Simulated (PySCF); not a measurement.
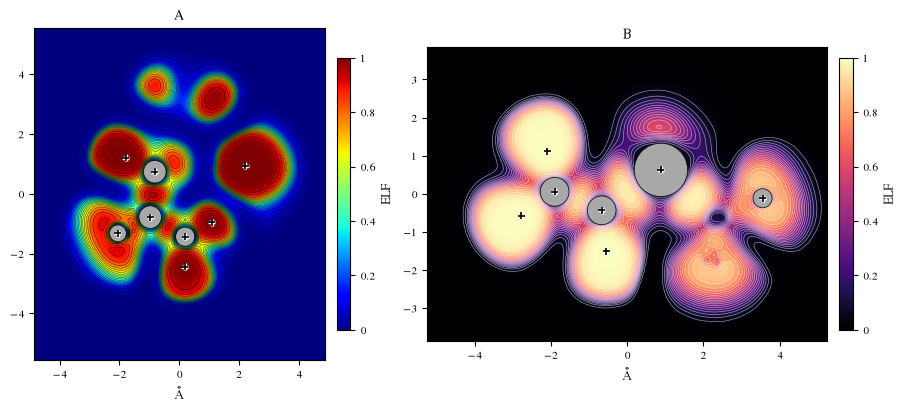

The ELF of 2 systems, each on a plane through atoms (crosses mark nuclei in the plane; grey discs cover the cores).

The calculation used PBE0/pcSseg-1, SCF density, gas phase, non-relativistic in PySCF.

System 1: C3H10AlNOS, the plane of atoms H16, N6 and H17. Geometry: GFN2-xTB.

```xyz
17

C    -1.7843    0.2504   -1.4432
S    -1.0118    0.7099    0.1301
Al   -0.8577   -1.6790    0.7243
C     0.6837    1.0263   -0.4800
C     1.6476    1.1768    0.6951
N     1.9093    0.0183    1.3263
O     2.1358    2.2375    1.0002
H    -1.4308   -0.7357   -1.7561
H    -1.5466    1.0040   -2.1874
H    -2.8565    0.2197   -1.2747
H     0.2463   -1.9915   -0.3768
H    -2.3478   -1.9924    0.3702
H    -0.4094   -1.5556    2.2173
H     0.9815    0.1873   -1.1108
H     0.6618    1.9553   -1.0483
H     2.4954    0.0356    2.1450
H     1.4765   -0.8548    1.0589
```

System 2: C5H9F3Si, the plane of atoms C2, C1 and H10. Geometry: GFN2-xTB.

```xyz
18

C     2.5141   -1.0984    0.4884
C     1.6251   -0.1277    0.6483
Si    0.4261    0.4380   -0.6874
C    -1.0682   -0.7172   -0.9359
C    -1.7826   -1.0805    0.3678
C    -0.2948    2.1190    0.0050
F     0.6099    3.1199   -0.0302
F    -0.7024    2.0375    1.2900
F    -1.3624    2.5611   -0.6918
H     2.6127   -1.6287   -0.4444
H     3.1846   -1.4049    1.2759
H     1.5767    0.3701    1.6107
H     1.0626    0.8204   -1.9511
H    -1.7846   -0.2482   -1.6141
H    -0.7330   -1.6334   -1.4240
H    -2.6280   -1.7349    0.1659
H    -2.1564   -0.1905    0.8671
H    -1.1082   -1.5952    1.0482
```

Which map belongs to which system?

Panel A is system 1, C3H10AlNOS: the plane holds C, N, O and H. C–O (1.21 Å): the ELF peaks at about 0.85 between the atoms (a short, multiple covalent bond). Panel B is system 2, C5H9F3Si: the plane holds C, Si, F and H. C–C (1.33 Å): the ELF peaks at about 0.90 between the atoms; a short, multiple covalent bond.
